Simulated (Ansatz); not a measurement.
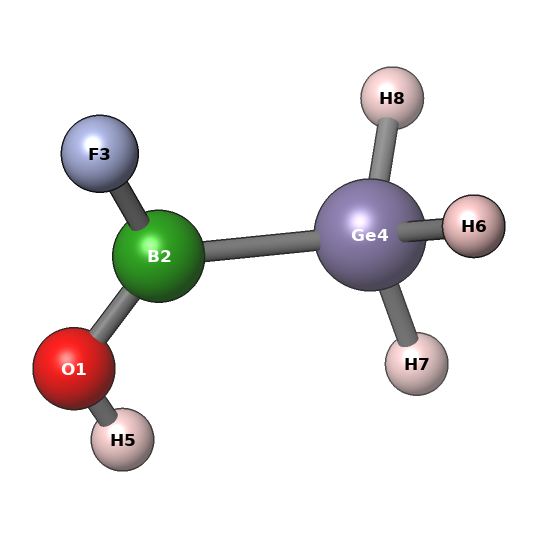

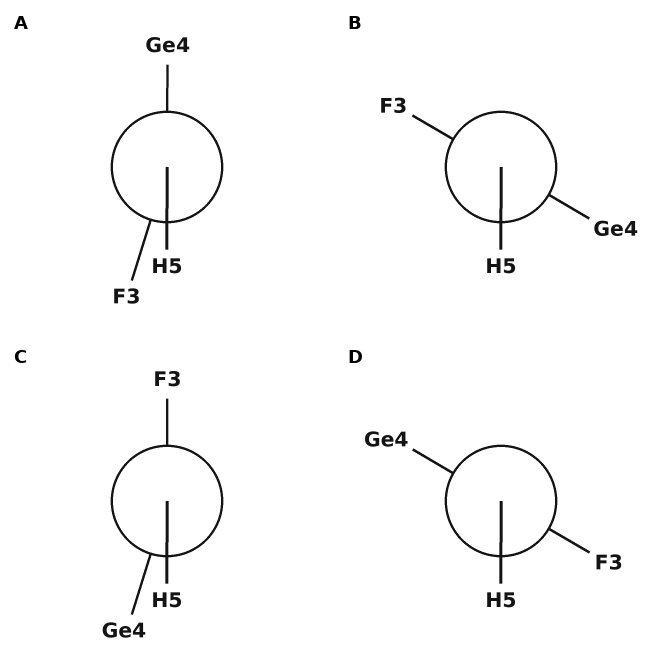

Distant atoms are faded towards the background colour. Bonds that would overlap in a projection are set slightly apart. Computed geometry: PBE-D4/def2-SVP optimisation. No frequency run is at hand to confirm it as a minimum.

Q: Which Newman projection shows the view along O1–B2, with O1 in front?

A: C. The torsion angle H5–O1–B2–Ge4 is 0°, synperiplanar (eclipsed).
